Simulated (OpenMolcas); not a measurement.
**C2H6Si (SMILES CC[SiH]) at 6 levels**

We compute a comparison of 6 runs (HF/3-21G, HF/cc-pVDZ, BHLYP/cc-pVDZ, M06-L/cc-pVDZ, PBE/cc-pVDZ, CCSD(T)/cc-pVDZ) of C2H6Si. 

The calculation is run with OpenMolcas 26.06.

1 further run of the same task is left out (set aside as unsound or not needed).

### Step 1. The molecule

C2H6Si: 9 atoms, total charge 0, spin state singlet. As SMILES, `CC[SiH]`. The shape is that of a PBE0-D4/def2-TZVP optimisation. This is one conformer, not always the lowest.

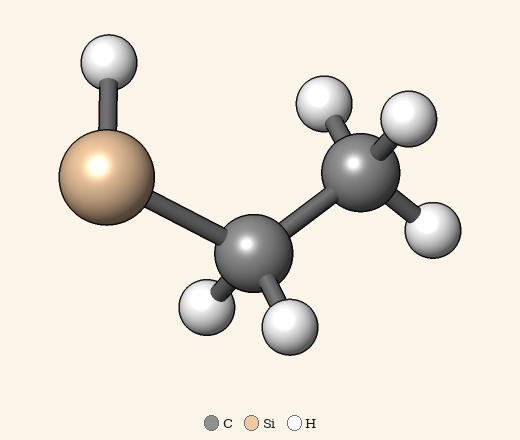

The structure, seen from a chosen angle (carbon grey, silicon light orange, hydrogen white).

### Step 2. Energy and gradient at HF/3-21G (run 1)

Input file input.xyz:

```xyz
9

C     -0.593600     0.495600    -0.562700
C      0.423400    -0.563800    -0.158900
Si     1.475100    -0.358700     1.398700
H     -1.208900     0.173100    -1.407700
H     -0.098000     1.423000    -0.860500
H     -1.258400     0.736300     0.269500
H      1.051000    -0.864800    -1.004300
H     -0.103000    -1.497700     0.133400
H      0.401100     0.410600     2.175300
```

Input file mol.inp:

```
* C2H6Si Hartree-Fock
>>> EXPORT MOLCAS_PRINT=2

&GATEWAY
 BasLib=$CurrDir
 Coord=input.xyz
 Basis=3-21G
 Group=NoSym

&SEWARD

&SCF
 Thresholds=1e-10 1e-07 1e-07 1e-05
 PrOrbitals=0

&ALASKA
```

The basis set 3-21G is read from a file made from the Basis Set Exchange's data (not shown).

Run with:

```sh
$ export MOLCAS_MEM=1860
$ pymolcas mol.inp > mol.log
```

Log:

```text
--- Start Module: gateway ---
[...]
--- Stop Module: gateway /rc=_RC_ALL_IS_WELL_ ---
[...]
      Basis functions           43
[...]
--- Start Module: scf ---
[...]
       Convergence after  13 Iterations
[...]
::    Total SCF energy                               -366.1380089459
[...]
      Total spin, S                                     0.0000000000
[...]
      Total electronic charge=   32.000000
      Total            charge=   -0.000000
[...]
      Dipole Moment (debye):
      Origin of the operator (angstrom)=    0.6549   -0.1804    0.5131
                   X= -8.9692E-01               Y=  9.5854E-02               Z= -8.5775E-01           Total=  1.2447E+00
      Quadrupole Moment (debye*angstrom):
[...]
--- Stop Module: scf /rc=_RC_ALL_IS_WELL_ ---
--- Start Module: alaska ---
[...]
 *              Molecular gradients               *
 **************************************************
  Irreducible representation: a
 ------------------------------------------------------------------------------------------
                              X                       Y                       Z
 ------------------------------------------------------------------------------------------
  C1                9.95986107215319E-03   -1.23546644339022E-02    3.40161840692477E-03
  C2               -1.61677554764594E-04    2.13855341212955E-02    1.36468858772685E-02
  SI3              -1.04670778424580E-02   -5.77202721337655E-03   -1.38287889474755E-02
  H4               -3.87605880357489E-03   -7.10315349849999E-04   -4.83404885722738E-03
  H5                1.93210973647917E-03    4.37706721268905E-03   -1.16053874658117E-03
  H6               -3.04622710303448E-03    1.67420882266556E-03    4.29052222338666E-03
  H7                4.41784159438163E-03   -3.45361080200157E-03   -3.90216303396995E-03
  H8                1.44226918056578E-03   -4.06877996612875E-03    5.36102357218282E-03
[...]
--- Stop Module: alaska /rc=_RC_ALL_IS_WELL_ ---
[...]
```

Run time: 2.2 s. Hardware: 1 thread of Intel Xeon Platinum 8375C at 2.90GHz (Ice Lake), shared host; peak memory 0.38 GiB.

### Step 3. Energy and forces at HF/cc-pVDZ (run 2)

Input file struct.xyz:

```xyz
9

C     -0.593600     0.495600    -0.562700
C      0.423400    -0.563800    -0.158900
Si     1.475100    -0.358700     1.398700
H     -1.208900     0.173100    -1.407700
H     -0.098000     1.423000    -0.860500
H     -1.258400     0.736300     0.269500
H      1.051000    -0.864800    -1.004300
H     -0.103000    -1.497700     0.133400
H      0.401100     0.410600     2.175300
```

Input file calc.input:

```
>>> EXPORT MOLCAS_PRINT=2

&GATEWAY
  BasLib=$CurrDir
  Coord=struct.xyz
  Basis=cc-pVDZ
  Group=NoSym

&SEWARD

&SCF
  Thresholds=1e-10 1e-07 1e-07 1e-05
  PrOrbitals=1

&ALASKA
```

The basis set cc-pVDZ is read from a file made from the Basis Set Exchange's data (not shown).

Run with:

```sh
$ export MOLCAS_MEM=1860
$ pymolcas calc.input > calc.log
```

Log:

```text
--- Start Module: gateway ---
[...]
--- Stop Module: gateway /rc=_RC_ALL_IS_WELL_ ---
[...]
      Basis functions           76
[...]
--- Start Module: scf ---
[...]
       Convergence after  13 Iterations
[...]
::    Total SCF energy                               -368.0984525748
[...]
      Total spin, S                                     0.0000000000
[...]
      Total electronic charge=   32.000000
      Total            charge=   -0.000000
[...]
      Dipole Moment (debye):
      Origin of the operator (angstrom)=    0.6549   -0.1804    0.5131
                   X= -8.0718E-01               Y=  4.7152E-02               Z= -8.7292E-01           Total=  1.1899E+00
      Quadrupole Moment (debye*angstrom):
[...]
--- Stop Module: scf /rc=_RC_ALL_IS_WELL_ ---
[...]
--- Start Module: alaska ---
[...]
 *              Molecular gradients               *
 **************************************************
  Irreducible representation: a
 ------------------------------------------------------------------------------------------
                              X                       Y                       Z
 ------------------------------------------------------------------------------------------
  C1                2.89019719286188E-03   -3.49037097808091E-03    1.11217125035878E-03
  C2                5.72659001019493E-04    7.92167277411537E-03    5.23892378890167E-03
  SI3              -2.02904565395556E-03   -3.30439546418093E-03   -7.01596692875839E-03
  H4               -3.67278081896849E-04    2.09118820466037E-04   -3.80684659290864E-04
  H5               -1.19886706907879E-04   -4.40449782276087E-04    2.84856203413675E-04
  H6                3.64977862291394E-04    1.53633139019282E-04    6.98805428924754E-04
  H7                5.62765121260078E-04   -7.28784115114456E-04    5.39176518370876E-04
  H8                4.72935302904043E-04   -9.10447874469700E-04    1.15420026446955E-03
[...]
--- Stop Module: alaska /rc=_RC_ALL_IS_WELL_ ---
[...]
```

It took 5.7 s on 1 thread of Intel Xeon Platinum 8375C at 2.90GHz (Ice Lake), shared host; peak memory 0.43 GiB.

### Step 4. Energy and forces at BHLYP/cc-pVDZ (run 3)

Input file calc.inp:

```
* C2H6Si Kohn-Sham DFT
>>> EXPORT MOLCAS_PRINT=2
&GATEWAY
BASLIB=$CurrDir
BASISSET
C.cc-pVDZ....
C1 -0.593600 0.495600 -0.562700 angstrom
C2 0.423400 -0.563800 -0.158900 angstrom
End of Basis
BASISSET
Si.cc-pVDZ....
Si3 1.475100 -0.358700 1.398700 angstrom
End of Basis
BASISSET
H.cc-pVDZ....
H4 -1.208900 0.173100 -1.407700 angstrom
H5 -0.098000 1.423000 -0.860500 angstrom
H6 -1.258400 0.736300 0.269500 angstrom
H7 1.051000 -0.864800 -1.004300 angstrom
H8 -0.103000 -1.497700 0.133400 angstrom
H9 0.401100 0.410600 2.175300 angstrom
End of Basis
&SEWARD
GRIDINPUT
Grid=UltraFine
End of Grid
&SCF
KSDFT=HYB_GGA_XC_BHANDHLYP
THRESHOLDS=1e-10 1e-07 1e-07 1e-05
PRORBITALS=1 1
&ALASKA
```

The basis set cc-pVDZ is read from a file made from the Basis Set Exchange's data (not shown).

Run with:

```sh
$ export MOLCAS_MEM=1860
$ pymolcas calc.inp > calc.log
```

Log:

```text
--- Start Module: gateway ---
[...]
--- Stop Module: gateway /rc=_RC_ALL_IS_WELL_ ---
[...]
      Basis functions           76
[...]
--- Start Module: scf ---
[...]
       Convergence after  13 Iterations
[...]
::    Total KS-DFT energy                            -369.1916944571
[...]
      Total spin, S                                     0.0000000000
[...]
      Total electronic charge=   32.000000
      Total            charge=   -0.000000
[...]
      Dipole Moment (debye):
      Origin of the operator (angstrom)=    0.6549   -0.1804    0.5131
                   X= -7.5324E-01               Y= -2.0109E-03               Z= -8.6614E-01           Total=  1.1479E+00
      Quadrupole Moment (debye*angstrom):
[...]
--- Stop Module: scf /rc=_RC_ALL_IS_WELL_ ---
[...]
--- Start Module: alaska ---
[...]
 *              Molecular gradients               *
 **************************************************
  Irreducible representation: a
 ------------------------------------------------------------------------------------------
                              X                       Y                       Z
 ------------------------------------------------------------------------------------------
  C1                2.74735332679299E-05    1.92803681011711E-04    1.56198957874221E-04
  C2                1.86984065123504E-03    1.90576226561223E-03    2.72591016416257E-03
  SI3              -2.30870174511111E-03   -1.04836494540761E-03   -4.14940852174439E-03
  H4                5.11478629480866E-04    2.75567197478344E-04    7.13443010377901E-04
  H5               -5.08401053374685E-04   -1.21133176689758E-03    4.70427720835165E-04
  H6                9.08393103264515E-04   -2.50543081613763E-04   -5.38855540913818E-04
  H7               -2.81907608714160E-04   -6.77261965331688E-06    9.93163346659554E-04
  H8                3.83708504813951E-04    1.06383157684409E-04    3.16696886489165E-04
[...]
--- Stop Module: alaska /rc=_RC_ALL_IS_WELL_ ---
[...]
```

Wall time 29 s (1 thread of Intel Xeon Platinum 8375C at 2.90GHz (Ice Lake), shared host); peak memory 0.43 GiB.

Runs 4 to 5 aren't shown in full; the table further down has their settings and results.

### Step 5. A single-point energy at CCSD(T)/cc-pVDZ (run 6)

Input file mol.inp:

```
* C2H6Si CCSD(T)

&GATEWAY
 BasLib=$CurrDir
 Coord
 9
 angstrom
 C       -0.593600       0.495600      -0.562700
 C        0.423400      -0.563800      -0.158900
 Si       1.475100      -0.358700       1.398700
 H       -1.208900       0.173100      -1.407700
 H       -0.098000       1.423000      -0.860500
 H       -1.258400       0.736300       0.269500
 H        1.051000      -0.864800      -1.004300
 H       -0.103000      -1.497700       0.133400
 H        0.401100       0.410600       2.175300
 Basis=cc-pVDZ
 Group=NoSym

&SEWARD

&SCF
 Thresholds=1e-10 1e-07 1e-07 1e-05
 PrOrbitals=0

&RASSCF
 FileOrb=$Project.ScfOrb
 Spin=1
 Nactel=0 0 0
 Inactive=16
 Ras2=0
 OutOrbitals=Canonical
 OrbListing=Nothing

&MOTRA
 JobIph
 Frozen=7

&CCSDT
 CCT
 Triples=2
 Iterations=80
 Accuracy=1e-08
 Extrapolation=5 4
```

The basis set cc-pVDZ is read from a file made from the Basis Set Exchange's data (not shown).

Run with:

```sh
$ export MOLCAS_MEM=1860
$ pymolcas mol.inp > mol.log
```

Log:

```text
--- Start Module: gateway ---
[...]
--- Stop Module: gateway /rc=_RC_ALL_IS_WELL_ ---
[...]
      Basis functions           76
[...]
       Convergence after  13 Iterations
[...]
::    Total SCF energy                               -368.0984525748
[...]
      Total spin, S                                     0.0000000000
[...]
      Number of active orbitals                  0
[...]
      Spin quantum number                      0.0
[...]
      Active orbitals                            0
[...]
      Number of CSFs                             1
[...]
      Number of root(s) required                 1
[...]
      Convergence after  4 iterations
[...]
      Natural orbitals and occupation numbers for root  1
      ************************************************************************************************************************
      *                                                    Final results                                                     *
      ************************************************************************************************************************
[...]
::    RASSCF root number  1 Total energy:   -368.09845257
[...]
      Total electronic charge=   32.000000
      Total            charge=   -0.000000
[...]
      Dipole Moment (debye):
      Origin of the operator (angstrom)=    0.6549   -0.1804    0.5131
                   X= -8.0718E-01               Y=  4.7151E-02               Z= -8.7292E-01           Total=  1.1899E+00
      Quadrupole Moment (debye*angstrom):
[...]
--- Start Module: motra ---
[...]
      *** WARNING: Default frozen orbitals is overwritten by user input.
      *** Default values:   4
[...]
--- Stop Module: motra /rc=_RC_ALL_IS_WELL_ ---
--- Start Module: ccsdt ---
[...]
      Convergence after                    15  Iterations
      Total energy (diff) :    -368.52665144      -0.00000001
[...]
 METHOD                       : CCSD+T(CCSD)+<T3(1)WT1> = CCSD(T)
[...]
       CCSD     =      -368.5266514358492
[...]
--- Stop Module: ccsdt /rc=_RC_ALL_IS_WELL_ ---
[...]
```

Wall time 19 s (1 thread of Intel Xeon Platinum 8375C at 2.90GHz (Ice Lake), shared host); peak memory 0.43 GiB.

### Step 6. All runs side by side

```tsv
run	level	integration grid	task	energy (Eh)	dipole moment (D) of the reference	HOMO energy (eV)	LUMO energy (eV)	wall time
1	HF/3-21G	–	gradient	-366.138009	1.24	-8.51	0.80	2.2 s
2	HF/cc-pVDZ	–	gradient	-368.098453	1.19	-8.56	0.89	5.7 s
3	BHLYP/cc-pVDZ	UltraFine	gradient	-369.191694	1.15	-7.11	-1.42	29 s
4	M06-L/cc-pVDZ	UltraFine	gradient	-369.228459	1.34	-5.30	-2.98	44 s
5	PBE/cc-pVDZ	UltraFine	gradient	-368.972840	1.35	-5.09	-3.28	32 s
6	CCSD(T)/cc-pVDZ	–	energy	-368.538917	1.19	-8.56	0.89	19 s
```

### Step 7. Summary of results

```
                                          quantity          value
                               run 6: total energy  -368.53892 Eh
         run 6: dipole moment (mean-field density)         1.19 D
        run 6: HOMO energy (Hartree–Fock orbitals)       -8.56 eV
        run 6: LUMO energy (Hartree–Fock orbitals)        0.89 eV
      run 6: HOMO–LUMO gap (Hartree–Fock orbitals)        9.45 eV
run 6: correlation energy (7 core orbitals frozen)     -440.5 mEh
                             run 6: (T) correction     -12.27 mEh
```

What this shows: Over runs 1, 2, 3, 4, 5 the dipole moment (its size) runs from 1.15 D (BHLYP/cc-pVDZ) to 1.35 D (PBE/cc-pVDZ). Over runs 1, 2, 3, 4, 5 the HOMO–LUMO gap runs from 1.82 eV (PBE/cc-pVDZ) to 9.45 eV (HF/cc-pVDZ). Exact exchange widens orbital gaps. Totals of different functionals can't be ranked against each other. All runs together took 2.2 min, the longest 44 s.
